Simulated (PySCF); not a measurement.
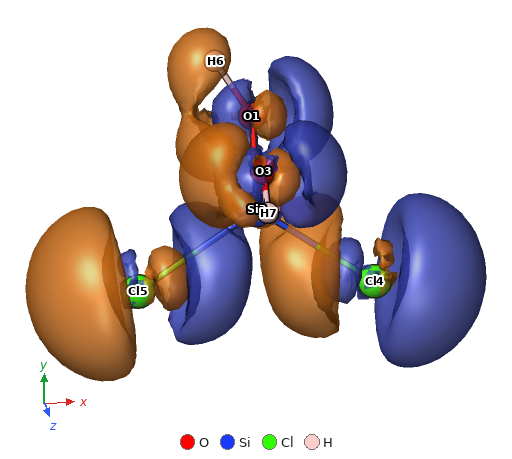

*Cl₂H₂O₂Si, SMILES `O[Si](O)(Cl)Cl`. Change of the electron density in a uniform field of 0.21 V/Å, surfaces at ±0.0015 e/Å³ (orange: gain, blue: loss).*

Level of theory: PBE/def2-TZVP (PySCF), at a geometry from GFN2-xTB. No frequency check shows the geometry to be a minimum. A basis without diffuse functions makes polarisabilities too small. GFN2-xTB bond lengths at metals and heavier atoms can be off by up to 0.1 Å and shapes distorted, which carries into these values.

Geometry (Å), atoms numbered from 1:

```
O1       0.1119    1.2274   -1.3244
Si2      0.0081    0.3171    0.0000
O3      -0.0618    1.3265    1.2673
Cl4      1.6545   -0.8129    0.0186
Cl5     -1.6540   -0.8294   -0.0350
H6      -0.3993    2.0261   -1.4337
H7      -0.1238    1.0240    2.1699
```

Q: Along which Cartesian direction does the field point?

A: Along +x: electrons gather on the −x side, against the field.

Q: What dipole is induced, and what polarisability does it imply?

A: The induced dipole is 0.60 D (along the field); α along this axis, from the fields in both directions, is 59 bohr³ (8.8 Å³).

Q: Which atoms gain and lose the most charge?

A: Electrons gather most on Cl5 (Hirshfeld charge changes by −0.018 e) and leave Cl4 most (+0.018 e); 0.052 electrons are displaced in all.
